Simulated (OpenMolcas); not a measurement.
Single-point calculation of P₄

- system: P₄ (PPPP tetrahedron)
- method: SOS-MP2/def2-TZVPPD, RHF (OpenMolcas 26.06)

The run did not end well. The geometry comes from this level: GFN2-xTB.

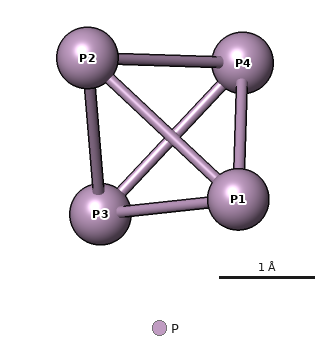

The structure (ball-and-stick view, seen at a tilt; atoms are numbered from 1 in the order of the input). Bond lengths as drawn: P–P 2.18 Å.

The input
```
>>> EXPORT MOLCAS_PRINT=2
&GATEWAY
BasLib = $CurrDir
Coord
4
angstrom
P        1.237350       0.508660       0.014870
P       -0.533910       0.090090       1.223310
P        0.050100      -1.284450      -0.371180
P       -0.753550       0.685700      -0.867000
Basis = def2-TZVPPD
Group = NoSym
RICD
&SEWARD
&SCF
Charge = 1
PrOrbitals = 1 1
&MBPT2
SOSMP2
Frozen = 20
```

Launched with:
```bash
export MOLCAS_MEM=1860
pymolcas run.inp > run.log
```

What the program printed
```
--- Start Module: gateway ---

                                              &GATEWAY

                       available to each process: 1.9 GB of memory, 1 thread

 Basis Set     1 Label: P.DEF2-TZVPPD
 Basis set is read from library:.
 basistype.tbl is not found

++    Symmetry information:
      ---------------------

                    Character Table for C1

                             E
                    a        1  x, y, xy, Rz, z, xz, Ry, yz, Rx, I
--

++    Basis set information:
      ----------------------

      Basis set label: P.DEF2-TZVPPD.........

      Electronic valence basis set:
      ------------------
      Associated Effective Charge  15.000000 au
      Associated Actual Charge     15.000000 au
      Nuclear Model: Point charge

      Shell  nPrim  nBasis  Cartesian Spherical Contaminant
         s      15       6        X
         p       9       5        X
         d       4       4                 X
         f       1       1                 X
--

++    Molecular structure info:
      -------------------------

                    ************************************************
                    **** Cartesian Coordinates / bohr, angstrom ****
                    ************************************************

     Center  Label                x              y              z                     x              y              z
        1      P1               2.338253       0.961228       0.028100              1.237350       0.508660       0.014870
        2      P2              -1.008944       0.170245       2.311721             -0.533910       0.090090       1.223310
        3      P3               0.094675      -2.427259      -0.701429              0.050100      -1.284450      -0.371180
        4      P4              -1.424003       1.295785      -1.638393             -0.753550       0.685700      -0.867000

                    ***************************************
                    *    InterNuclear Distances / bohr    *
                    ***************************************

               1 P1            2 P2            3 P3            4 P4
    1 P1       0.000000
    2 P2       4.128474        0.000000
    3 P3       4.128885        4.128447        0.000000
    4 P4       4.128401        4.128258        4.128600        0.000000

                    *******************************************
                    *    InterNuclear Distances / angstrom    *
                    *******************************************

               1 P1            2 P2            3 P3            4 P4
    1 P1       0.000000
    2 P2       2.184695        0.000000
    3 P3       2.184912        2.184680        0.000000
    4 P4       2.184656        2.184580        2.184761        0.000000
--

            Nuclear Potential Energy            326.99441527 au

--- Stop Module: gateway /rc=_RC_ALL_IS_WELL_ ---

--- Start Module: seward ---

                                              &SEWARD

                       available to each process: 1.9 GB of memory, 1 thread

               SEWARD will generate:
                  Multipole Moment integrals up to order  2
                  Kinetic Energy integrals
                  Nuclear Attraction integrals (point charge)
                  One-Electron Hamiltonian integrals
                  Velocity integrals
                  Orbital angular momentum around ( -0.0000  -0.0000  -0.0000 )
                  Velocity quadrupole around ( -0.0000  -0.0000  -0.0000 )
                  RI decomposed two-electron repulsion integrals stored Cholesky style
                   - acCD auxiliary basis
                   - CD Threshold:   1.00E-04

                   Integrals are discarded if absolute value <: 1.00E-14
                   Integral cutoff threshold is set to       <: 1.00E-16

            Nuclear Potential Energy            326.99441527 au

      Basis set specifications :
      Symmetry species         a
      Basis functions          192

--- Stop Module: seward /rc=_RC_ALL_IS_WELL_ ---
--- Module seward spent 6 seconds ---

--- Start Module: scf ---

                                                &SCF

                       available to each process: 1.9 GB of memory, 1 thread

++    Input section:
      --------------

      Header of the integral files:

      Cartesian coordinates in angstrom:
      -----------------------------------------------------
      No.  Label        X            Y            Z
      -----------------------------------------------------
       1   P1         1.23735000   0.50866000   0.01487000
       2   P2        -0.53391000   0.09009000   1.22331000
       3   P3         0.05010000  -1.28445000  -0.37118000
       4   P4        -0.75355000   0.68570000  -0.86700000
      -----------------------------------------------------
      Nuclear repulsion energy =  326.99441527
--

++    Orbital specifications:
      -----------------------

      Symmetry species               1
                                     a
      Frozen orbitals                0
 WrInp: Error in definition of molecular charge!
 Current implementation only allows double occupations.
 Tot_Charge    :   1.0000000000000000
 Tot_El_Charge :  -59.000000000000000
 Tot_Nuc_Charge:   60.000000000000000

--- Stop Module: scf /rc=-6 ---

.########################.
.# Non-zero return code #.
.########################.

    Timing: Wall=7.29 User=6.77 System=0.51
```

Outcome

```tsv
quantity	value
outcome	ended with an error
basis functions	192
hardware	1 thread of Arm Neoverse V1, 24 GiB of memory available, shared host
wall time	7.8 s
peak memory	0.25 GiB
```

What went wrong

Some settings of this run were drawn to be unusual or wrong (dq set to 1 (from default)). The run ended with an error.
